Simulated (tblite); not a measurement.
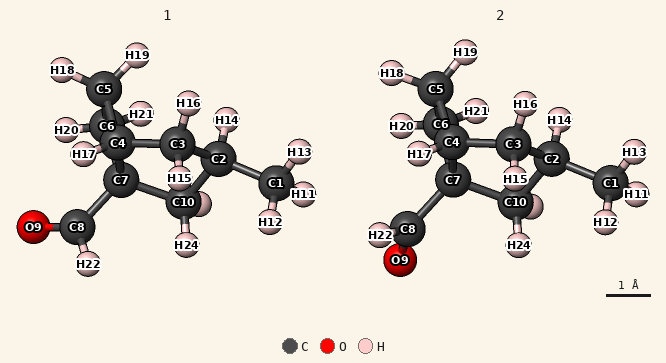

Two geometries of C$_{9}$H$_{14}$O, drawn at one scale. One is the start of a relaxation, the other its converged end. Style: ball-and-stick. Shown at a tilt.

The calculation used GFN2-xTB geometry optimisation, gas phase in tblite 0.8.0. 

Q: Which of the two is the end point?

A: Structure 1 is the relaxed one. An H atom moves most after the best rigid fit: 1.17 Å. Largest moves by element: H 1.17 Å, O 1.15 Å, C 0.09 Å. Some distances before and after: C–C 1.562 → 1.491 Å, C–O 1.230 → 1.200 Å, C–C 1.510 → 1.533 Å, C–C 1.560 → 1.538 Å. Bond angles that change, for instance: C–C–C 118.0° → 113.2°, C–C–H 114.8° → 112.3°. Groups turn about C–C by about 70°. Over 128 geometry steps the energy falls by 0.247 eV. Cost: 1.2 s on 1 thread of Arm Neoverse V1, with other jobs on the host.
